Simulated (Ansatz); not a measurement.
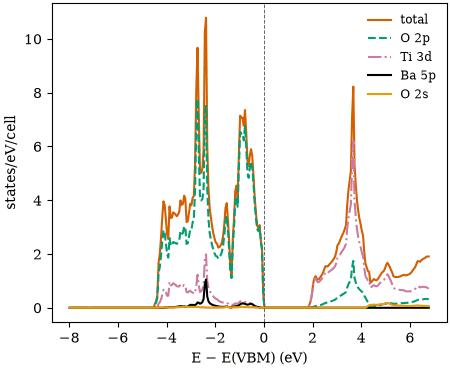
Figure: Total and projected density of states of BaTiO₃ (cubic perovskite, Pm-3m), DFT-PBEsol in the program Ansatz with PAW potentials

Question: Which orbitals carry the states next to the gap?

Answer: Top 1 eV of the valence band: O 2p 93 %. Bottom 1 eV of the conduction band: Ti 3d 88 %, O 2p 10 %. Projections are on Löwdin-orthogonalised atomic valence shells; empty p or d shells of many metals are not among them.

Question: Where is the tallest occupied peak in this window, and what makes it?

Answer: Near -2.4 eV, about 11 states/eV per cell; the largest projected share is O 2p.

This is a known high-temperature phase of the composition, computed here at zero pressure and temperature. The cell was relaxed with PBEsol under the symmetry of its start; whether a distortion lowers the energy is not shown. No spin polarisation was allowed. Scalar-relativistic: spin–orbit coupling is off unless named, which matters more the heavier the elements.

Potentials: the earlier of the program's two PAW sets. The files were generated under PBE; for other functionals the program regenerates the frozen cores, and for LDA and PBEsol the local potential too.
